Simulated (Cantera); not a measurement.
Feed: 1 mol SiCl4, 0.35 mol NO, a varied amount of H2, at 1123.15 K and 100 Torr.

Cantera equilibrium calculation (NASA polynomials, part measured and part estimated; ideal gas, pure solids and liquids). Candidate condensed phases: H2O, NH4Cl, Si, SiO2, Si2N2O, Si3N4; 47 gas species. Mutual solubility and eutectic melting of coexisting phases are not modelled. The tables' values for SiCl3 are old estimates; treat these amounts as uncertain. The numbers say what is thermodynamically allowed, not how fast it happens.

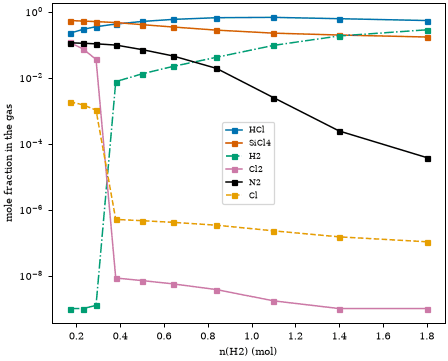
Fig. 1. Equilibrium gas composition (values under 1e-9 drawn at 1e-9)

### Question
Read off the mole fractions at 0.84 mol H2.

### Answer
HCl about 0.66, SiCl4 about 0.28, H2 about 0.042, N2 about 0.019, Cl about 3.4e-7.
